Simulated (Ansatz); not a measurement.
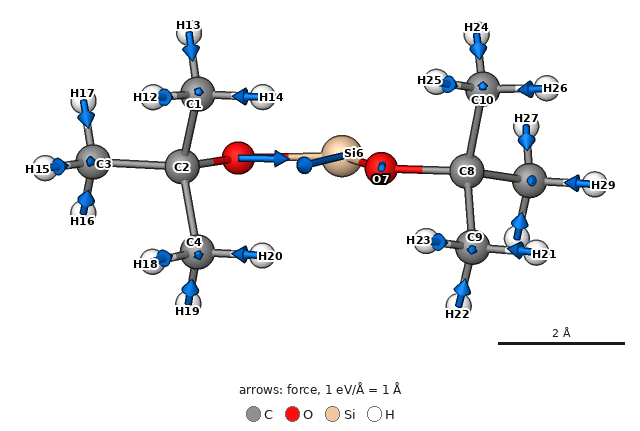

Starting geometry of C8H18O2Si with the computed forces as blue arrows. The picture is a ball-and-stick view, seen face on.

The start comes from PBE-D4/def2-SVP.

These are results of RKS PBE0-D4/def2-TZVP in Ansatz, not measurements.

The input:
```yaml
crystal:
  periodic: [false, false, false]
  atoms:
    - {symbol: C, position_ang: [0.505263, 0.910343, 2.225603]}
    - {symbol: C, position_ang: [-0.347974, 1.882203, 1.398504]}
    - {symbol: C, position_ang: [-0.433804, 3.250452, 2.083230]}
    - {symbol: C, position_ang: [-1.750117, 1.310528, 1.148136]}
    - {symbol: O, position_ang: [0.302056, 2.122216, 0.126637]}
    - {symbol: Si, position_ang: [0.786586, 1.248030, -1.215999]}
    - {symbol: O, position_ang: [0.297369, -0.328964, -0.778969]}
    - {symbol: C, position_ang: [0.429656, -1.582247, -1.478101]}
    - {symbol: C, position_ang: [-0.942469, -2.265222, -1.404433]}
    - {symbol: C, position_ang: [1.487410, -2.406352, -0.730359]}
    - {symbol: C, position_ang: [0.845254, -1.373833, -2.942229]}
    - {symbol: H, position_ang: [0.057051, 0.752789, 3.227587]}
    - {symbol: H, position_ang: [1.526259, 1.319364, 2.364071]}
    - {symbol: H, position_ang: [0.581437, -0.066706, 1.711913]}
    - {symbol: H, position_ang: [-0.923975, 3.168458, 3.074238]}
    - {symbol: H, position_ang: [-1.016126, 3.956318, 1.458474]}
    - {symbol: H, position_ang: [0.580603, 3.672886, 2.224816]}
    - {symbol: H, position_ang: [-2.291921, 1.171435, 2.105641]}
    - {symbol: H, position_ang: [-2.339281, 2.004501, 0.515437]}
    - {symbol: H, position_ang: [-1.680736, 0.333792, 0.632979]}
    - {symbol: H, position_ang: [-0.919056, -3.261737, -1.889983]}
    - {symbol: H, position_ang: [-1.707442, -1.645497, -1.913476]}
    - {symbol: H, position_ang: [-1.250023, -2.395519, -0.347982]}
    - {symbol: H, position_ang: [2.468682, -1.891540, -0.761453]}
    - {symbol: H, position_ang: [1.196720, -2.533225, 0.331394]}
    - {symbol: H, position_ang: [1.605818, -3.411046, -1.184303]}
    - {symbol: H, position_ang: [1.834154, -0.876864, -3.014651]}
    - {symbol: H, position_ang: [0.106059, -0.744628, -3.479125]}
    - {symbol: H, position_ang: [0.912947, -2.348033, -3.467100]}
basis:
  gaussian: {orbitals: def2-TZVP}
hamiltonian: {xc: pbe0, dispersion: d4}
relax: {f_tol: 0.005, max_steps: 150}
```

Run as
```bash
ansatz run in.yaml --threads 4 --pin off --events-out ev --progress --plain --max-ram 66560MiB --backend cuda --devices 0, --max-vram 37GiB
```

What follows when this structure is relaxed?

It isn't relaxed: the largest force vector, on Si6, is 1.58 eV/Å. The final displacements follow the starting forces only in part (cosine between the two patterns 0.52). Over 6 geometry steps the energy falls by 0.166 eV. The largest force component goes from 1.3 to 0.0041 eV/Å. The largest moves after the best rigid fit, 0.060 Å, are those of Si6 and H17. By element the largest moves are Si 0.060 Å, H 0.059 Å, O 0.057 Å, C 0.043 Å. Some distances before and after: Si6–O7 1.708 → 1.657 Å, O5–Si6 1.674 → 1.632 Å, C10–H24 1.109 → 1.092 Å, C2–O5 1.448 → 1.433 Å. The run took about 28 s of wall time on a shared GPU.
